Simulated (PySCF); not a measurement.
# [SiH5]− (SMILES [H][Si-]([H])([H])([H])[H]): SVWN5/STO-3G

What is the vertical ionisation energy of [SiH5]− at SVWN5/STO-3G? The job is set up through a Python script.

The results are computed with PySCF 2.14.0.

9 further runs of the same task are left out: 9 set aside as unsound or not needed.

### 1 Starting point

[SiH5]− has 6 atoms, charge -1, and is taken as a singlet. As SMILES, `[H][Si-]([H])([H])([H])[H]`. The coordinates come from a GFN2-xTB relaxation.

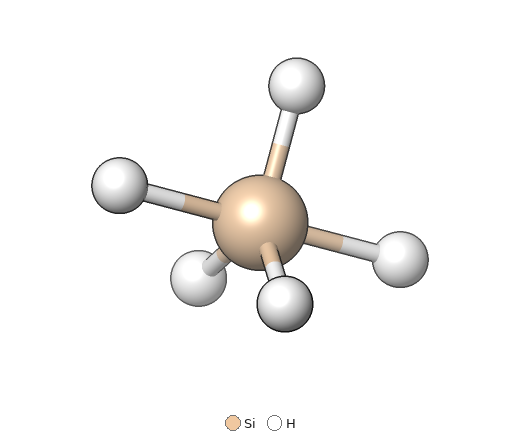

The structure, seen from a chosen angle (silicon light orange, hydrogen white).

### 2 The energy at SVWN5/STO-3G

Contents of job.py:

```python
# [SiH5]-
from pyscf import gto, dft

molecule = gto.Mole()
molecule.atom = '''
Si    -0.000240     0.000230     0.001470
H     -0.019890    -0.007790     1.639910
H      0.021790     0.007860    -1.642440
H      1.490630     0.011850     0.019200
H     -0.757550     1.285100    -0.002620
H     -0.734730    -1.297250    -0.015520
'''
molecule.verbose = 4
molecule.max_memory = 1860
molecule.charge = -1
molecule.basis = 'sto-3g'
molecule.build()

mf = dft.RKS(molecule)
mf.xc = 'svwn'
mf.grids.level = 5
mf.conv_tol = 1e-10
mf.kernel()
if not mf.converged:
    mf = mf.newton().run(mf.mo_coeff, mf.mo_occ)

etot = mf.e_tot
print('E = %.10f Eh' % etot)
```

The run is started by

```sh
$ OMP_NUM_THREADS=1 python job.py
```

The log of the run:

```text
PySCF version 2.14.0

[INPUT] num. atoms = 6
[INPUT] num. electrons = 20
[INPUT] charge = -1
[INPUT] spin (= nelec alpha-beta = 2S) = 0
[INPUT] symmetry False subgroup None
[INPUT] Mole.unit = angstrom
[INPUT] Symbol           X                Y                Z      unit          X                Y                Z       unit  Magmom
[INPUT]  1 Si    -0.000240000000   0.000230000000   0.001470000000 AA   -0.000453534270   0.000434637009   0.002777897403 Bohr   0.0
[INPUT]  2 H     -0.019890000000  -0.007790000000   1.639910000000 AA   -0.037586652618  -0.014720966510   3.098980768935 Bohr   0.0
[INPUT]  3 H      0.021790000000   0.007860000000  -1.642440000000 AA    0.041177132254   0.014853247339  -3.103761776031 Bohr   0.0
[INPUT]  4 H      1.490630000000   0.011850000000   0.019200000000 AA    2.816882453060   0.022393254576   0.036282741592 Bohr   0.0
[INPUT]  5 H     -0.757550000000   1.285100000000  -0.002620000000 AA   -1.431562025664   2.428487042679  -0.004951082446 Bohr   0.0
[INPUT]  6 H     -0.734730000000  -1.297250000000  -0.015520000000 AA   -1.388438475502  -2.451447215092  -0.029328549453 Bohr   0.0

nuclear repulsion = 26.1397814709677
number of shells = 10
number of NR pGTOs = 42
number of NR cGTOs = 14
basis = sto-3g
ecp = {}

******** <class 'pyscf.dft.rks.RKS'> ********
method = RKS
initial guess = minao
damping factor = 0
level_shift factor = 0
DIIS = <class 'pyscf.scf.diis.CDIIS'>
diis_start_cycle = 1
diis_space = 8
diis_damp = 0
SCF conv_tol = 1e-10
SCF conv_tol_grad = None
SCF max_cycles = 50
direct_scf = True
direct_scf_tol = 1e-13
XC library pyscf.dft.libxc version 7.0.0
    S. Lehtola, C. Steigemann, M. J.T. Oliveira, and M. A.L. Marques.,  SoftwareX 7, 1–5 (2018)
XC functionals = svwn
    P. A. M. Dirac.,  Math. Proc. Cambridge Philos. Soc. 26, 376 (1930)
    F. Bloch.,  Z. Phys. 57, 545 (1929)
    S. H. Vosko, L. Wilk, and M. Nusair.,  Can. J. Phys. 58, 1200 (1980)
radial grids:
    Treutler-Ahlrichs [JCP 102, 346 (1995); DOI:10.1063/1.469408] (M4) radial grids

becke partition: Becke, JCP 88, 2547 (1988); DOI:10.1063/1.454033
pruning grids: <function nwchem_prune>
grids dens level: 5
symmetrized grids: False
atomic radii adjust function: <function treutler_atomic_radii_adjust>
small_rho_cutoff = 0
Set gradient conv threshold to 1e-05
Initial guess from minao.
tot grids = 161256
init E= -287.351355564207
  HOMO = -0.14759455061299  LUMO = 0.201050006327653  gap/eV = 9.48710
cycle= 1 E= -287.600475731897  delta_E= -0.249  |g|= 0.105  |ddm|= 2.48
  HOMO = 0.265945480920108  LUMO = 0.571381456099193  gap/eV = 8.31134
cycle= 2 E= -287.601193878773  delta_E= -0.000718  |g|= 0.0948  |ddm|= 0.614
  HOMO = 0.255889020924347  LUMO = 0.577714913985921  gap/eV = 8.75733
cycle= 3 E= -287.606159955401  delta_E= -0.00497  |g|= 0.00294  |ddm|= 0.306
  HOMO = 0.256201599698175  LUMO = 0.57746159182521  gap/eV = 8.74193
cycle= 4 E= -287.606164794438  delta_E= -4.84e-06  |g|= 0.000288  |ddm|= 0.00998
  HOMO = 0.256165304362387  LUMO = 0.577437327234831  gap/eV = 8.74226
cycle= 5 E= -287.60616483406  delta_E= -3.96e-08  |g|= 9.08e-05  |ddm|= 0.000929
  HOMO = 0.256165065809287  LUMO = 0.577441106047904  gap/eV = 8.74237
cycle= 6 E= -287.606164837562  delta_E= -3.5e-09  |g|= 1.79e-06  |ddm|= 0.000167
  HOMO = 0.256164976381526  LUMO = 0.577441066912353  gap/eV = 8.74237
cycle= 7 E= -287.606164837563  delta_E= -1.08e-12  |g|= 2.23e-07  |ddm|= 5.15e-06
  HOMO = 0.256164926260583  LUMO = 0.577441078225562  gap/eV = 8.74237
Extra cycle  E= -287.606164837563  delta_E= -1.71e-13  |g|= 2.02e-07  |ddm|= 1.34e-06
converged SCF energy = -287.606164837563
E = -287.6061648376 Eh
```

It took 1.2 s on 1 thread of Arm Neoverse V2, shared host; peak memory 0.14 GiB.

### 3 Doublet neutral SiH5 at the same level

Contents of job.py:

```python
from pyscf import gto, dft

molecule = gto.M(
    atom='''
Si    -0.000240     0.000230     0.001470
H     -0.019890    -0.007790     1.639910
H      0.021790     0.007860    -1.642440
H      1.490630     0.011850     0.019200
H     -0.757550     1.285100    -0.002620
H     -0.734730    -1.297250    -0.015520
''',
    spin=1,
    max_memory=1860,
    verbose=3,
    basis='sto-3g',
)

calc0 = dft.UKS(molecule)
calc0.xc = 'svwn'
calc0.conv_tol = 1e-10
calc0.grids.level = 5
calc0.kernel()
if not calc0.converged:
    calc0 = calc0.newton().run(calc0.mo_coeff, calc0.mo_occ)

e_final = calc0.e_tot
print('E = %.10f Eh' % e_final)
```

The run is started by

```sh
$ OMP_NUM_THREADS=1 python job.py
```

The log of the run:

```text
converged SCF energy = -287.711086698547  <S^2> = 0.75556224  2S+1 = 2.0055545
E = -287.7110866985 Eh
```

Run time: 1.7 s. Hardware: 1 thread of Arm Neoverse V2, shared host; peak memory 0.13 GiB.

### 4 Results

At SVWN5/STO-3G:

| quantity | value |
| --- | --- |
| singlet [SiH5]−: total energy | -287.60616 Eh |
| singlet [SiH5]−: HOMO energy | 6.97 eV |
| singlet [SiH5]−: LUMO energy | 15.71 eV |
| singlet [SiH5]−: HOMO–LUMO gap (to an unbound level, set by the basis) | 8.74 eV |
| doublet neutral SiH5: total energy | -287.71109 Eh |
| doublet neutral SiH5: dipole moment | 0.00 D |
| doublet neutral SiH5: HOMO energy (highest over α and β) | -2.78 eV |
| doublet neutral SiH5: LUMO energy (lowest over α and β) | -1.16 eV |
| doublet neutral SiH5: ⟨S²⟩ | 0.756 |
| vertical detachment energy (to the doublet neutral) | -2.855 eV |

In words: The species is unbound against losing an electron at this level, by 2.86 eV (−66 kcal/mol); missing correlation or diffuse functions can give that sign where the real anion is bound. In a minimal basis such a difference can be off by several eV, whatever the method. Mulliken charges (singlet [SiH5]−) run from -0.34 on H3 to +0.33 on Si1. The HOMO (singlet [SiH5]−) lies at positive energy, 6.97 eV, as semi-local functionals often give for anions; only total energies tell whether the electron is bound. Mulliken charges (doublet neutral SiH5) run from -0.07 on H6 to +0.31 on Si1; they depend strongly on the basis.
